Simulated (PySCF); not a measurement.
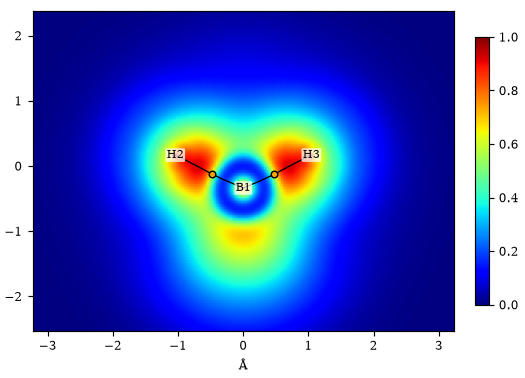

BH2, doublet, SMILES `[BH2]`. Localised orbital locator (LOL) in the molecular plane, with bond paths and bond critical points (dots).

PySCF calculation, BP86/6-311G**, gas phase; geometry: GFN2-xTB. No frequency check shows the geometry to be a minimum. The stability of the open-shell solution wasn't checked. GFN2-xTB doesn't know the spin state, so this open-shell geometry is rough.

Cartesian coordinates (Å):

```
B1       0.0000    0.1443    0.0000
H2       1.0435   -0.3607    0.0000
H3      -1.0435   -0.3607    0.0000
```

**Rank the bonds in the plane by LOL at their critical points.**

B1–H2 and B1–H3: about 0.60. Values above 0.5 mark slow, localised electrons, as in shared pairs; low values at a critical point mark a polar or closed-shell contact whose critical point lies between the shells.
